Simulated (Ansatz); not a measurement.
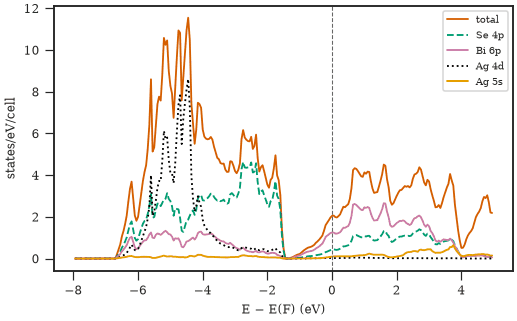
*Total and projected density of states of AgBi$_{2}$Se$_{3}$ in space group C2/m (No. 12; Se on 2c, Bi on 4i, Se on 4i, Ag on 2b), r²SCAN (plane waves, PAW; program Ansatz)*

Which orbitals carry the states next to the Fermi level?

Within 0.5 eV of the Fermi level: Bi 6p 61 %, Se 4p 22 %, Se 4s 7 %. Projections are on Löwdin-orthogonalised atomic valence shells; empty p or d shells of many metals are not among them.

Where is the tallest occupied peak in this window, and what makes it?

Near -4.4 eV, about 12 states/eV per cell; the largest projected share is Ag 4d.

The start of the workflow was typed in or built on a structure type; neither database checked (COD, Materials Project) lists it. Its standing as an ambient phase is unchecked. The r²SCAN relaxation kept the symmetry of its start; its stability against distortions is not shown here. The run is not spin-polarised. With an odd number of electrons in the cell and no spin polarisation, the count alone makes it a metal. Spin–orbit coupling is left out wherever it is not named.

Potentials: the later of the program's two PAW sets.
